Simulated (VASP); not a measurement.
Band structure of C (diamond). These are PBE GGA, VASP's PBE PAW potentials (set 64) (plane waves; VASP 6.6.1) values and carry that method's errors.

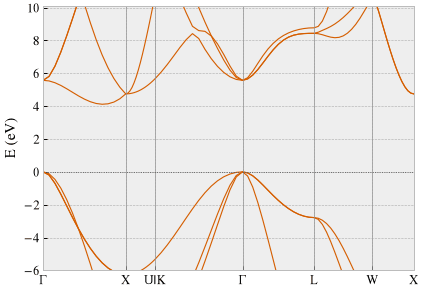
Figure: Bands along high-symmetry lines, zero at the valence-band maximum or, without a gap, the Fermi level

### Question
Read the plot: is there a gap, and where are the band edges?

### Answer
The gap is indirect, 4.12 eV, from the valence maximum at Γ to the conduction minimum at Γ-X at 0.71. (Edges off the drawn lines would not show.)

The compound is C in the diamond structure. It was relaxed first.
